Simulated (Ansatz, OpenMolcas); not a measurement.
**A ladder of methods for PF3 (phosphorus trifluoride)**

The species is PF3 (4 atoms), meant as a singlet with charge 0. SMILES: `FP(F)F`. Geometry: relaxed at PBE0-D4/def2-TZVP.

```xyz
4

F     0.8344   -0.6632    0.8745
P    -0.2975    0.3146    0.3923
F    -1.0619   -0.6965   -0.5369
F     0.5250    1.0452   -0.7300
```

Each level gives the energy change with the P2–F3 bond stretched from 1.572 to 1.964 Å (eV). The values are calculated.

| level | kind | program | value (eV) | less CCSDT/STO-3G | CPU time (all runs) |
| --- | --- | --- | --- | --- | --- |
| HF/STO-3G (restricted) | Hartree–Fock | OpenMolcas | 1.55 | +0.93 | 3.3 s |
| SVWN5/STO-3G (restricted) | LDA | OpenMolcas | 0.63 | +0.01 | 6.2 s |
| BLYP/STO-3G (restricted) | GGA | Ansatz | 0.31 | -0.31 | 2.7 s |
| revPBE/STO-3G (restricted) | GGA | Ansatz | 0.30 | -0.32 | 2.6 s |
| B3LYP/STO-3G (restricted) | global hybrid | Ansatz | 0.63 | +0.01 | 2.7 s |
| BHLYP/STO-3G (restricted) | global hybrid | Ansatz | 1.06 | +0.44 | 2.6 s |
| CAM-B3LYP/STO-3G (restricted) | range-separated hybrid | Ansatz | 0.85 | +0.23 | 2.9 s |
| RPA@PBE/STO-3G (restricted) | RPA | Ansatz | 0.38 | -0.24 | 3.9 s |
| MP2/STO-3G (restricted) | perturbation theory | OpenMolcas | 1.01 | +0.39 | 2.8 s |
| CCSDT/STO-3G (restricted) | coupled cluster or CI | Ansatz | 0.62 | 0.00 | 1 s |

Differences are taken from CCSDT/STO-3G (restricted) for orientation; it has basis-set and higher-order errors of its own. The first shape isn't each level's own minimum. The values span 0.30 to 1.55 eV. All rows use very small basis sets, so even the best lies far from the true value. CPU times are rough (shared hosts, several kinds of processor): they show what a rung costs within a factor of a few.

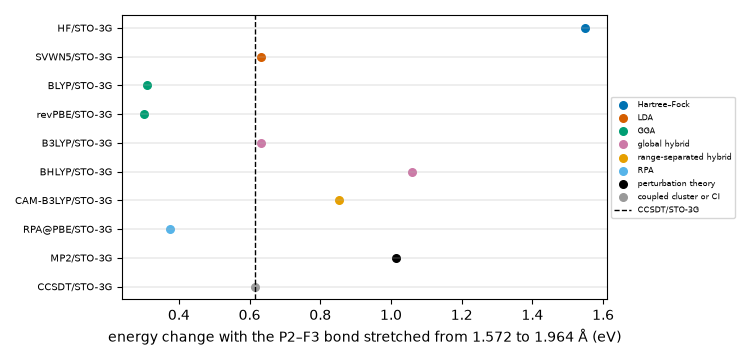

The values of the table, level by level.
